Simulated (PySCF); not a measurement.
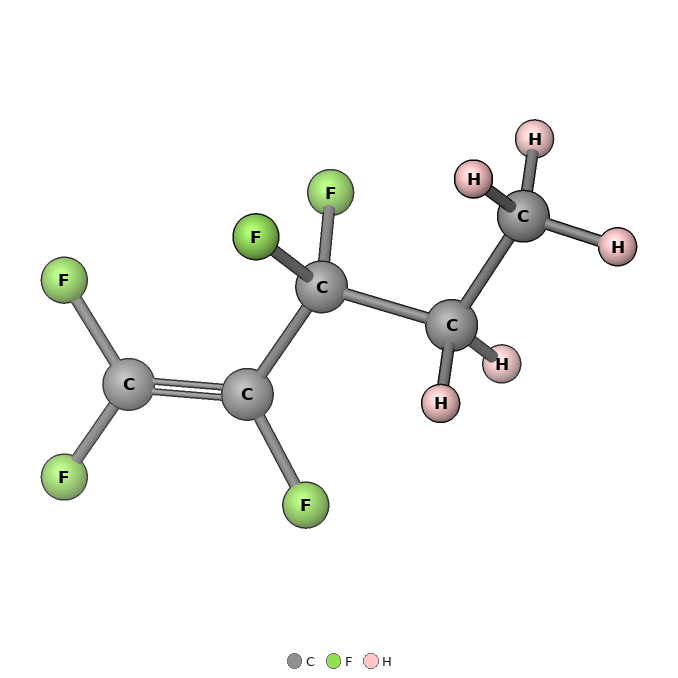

Orthographic view. Distant atoms are faded towards the background colour. Computed geometry: PBE0-D3(BJ)/def2-SVP optimisation. No frequency run is at hand to confirm it as a minimum.

Question: Give the standard InChI.

Answer: InChI=1S/C5H5F5/c1-2-5(9,10)3(6)4(7)8/h2H2,1H3
